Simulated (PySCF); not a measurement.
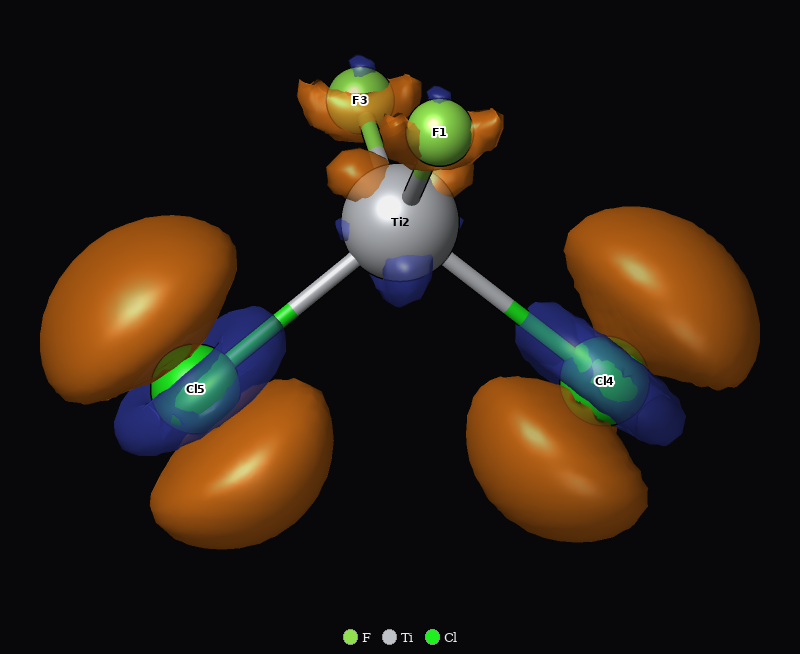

Figure. Cl2F2Ti, SMILES `F[Ti](F)(Cl)Cl`. Fukui function f⁻ = ρ(N) − ρ(N−1) at fixed geometry, surfaces at ±0.03 e/Å³ (orange positive, blue negative).

Method: PBE0/def2-TZVP; geometry: GFN2-xTB; program: PySCF. This is a single-reference result, which may miss multireference character in this system. No frequency check shows the geometry to be a minimum. GFN2-xTB bond lengths at metals and heavier atoms can be off by up to 0.1 Å and shapes distorted, which carries into these values.

Geometry (Å), atoms numbered from 1:

```
F1       0.0001   -1.2364    1.4652
Ti2     -0.0000   -0.3911    0.0000
F3      -0.0001   -1.2364   -1.4652
Cl4     -1.6653    0.9076    0.0001
Cl5      1.6654    0.9076   -0.0001
```

> On which atoms does the density change most on removal of an electron?

f⁻ (Hirshfeld-condensed) is largest on Cl4 and Cl5 (0.37 each); the vertical ionisation energy is 11.89 eV (the stability of the cation's solution wasn't checked). Condensed values hint at sites of electrophilic attack but needn't mark the atom that reacts. Orbital relaxation makes it negative in places (0.15 e in all).
